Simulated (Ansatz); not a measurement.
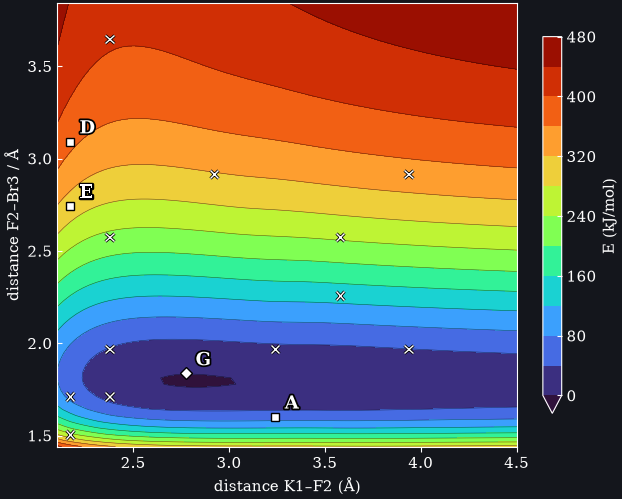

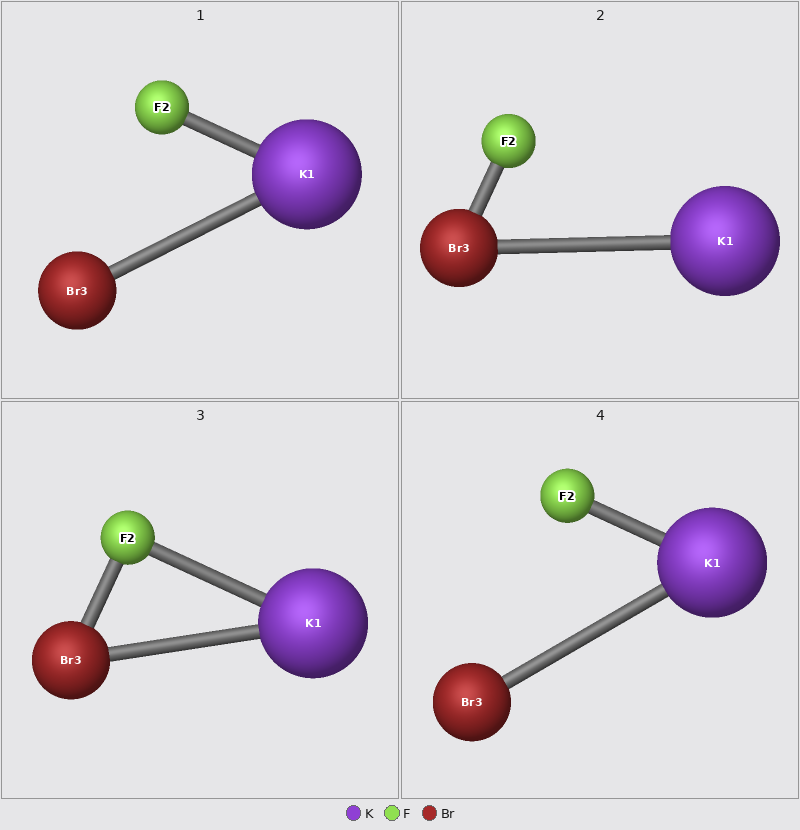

The system K⁺ + FBr. Coordinates scanned: (1) distance K1–F2; (2) distance F2–Br3. Nothing is relaxed (the angle K1–F2–Br3 is fixed at 90 degrees). Grid: 17 × 17 points. At 12 points there is no value. Points are written as (first, second). All energies are given in kJ/mol relative to the lowest grid point. The reference is spin-restricted, so regions where a bond is pulled apart into radicals lie too high. These are results of RKS PBE0-D4/def2-SVPD (Ansatz 0.2.0), not measurements.

In the figure: filled contours, crosses at grid points without a value, lettered points. Between grid points the surface is interpolated. The numbered pictures are the structures at these points, in random order.

**Which structure belongs to which point?**

A is structure 2: (3.240 Å, 1.601 Å), 62 kJ/mol; D is structure 4: (2.169 Å, 3.091 Å), 369 kJ/mol; E is structure 1: (2.169 Å, 2.743 Å), 302 kJ/mol; G is structure 3: (2.775 Å, 1.836 Å), 0 kJ/mol.
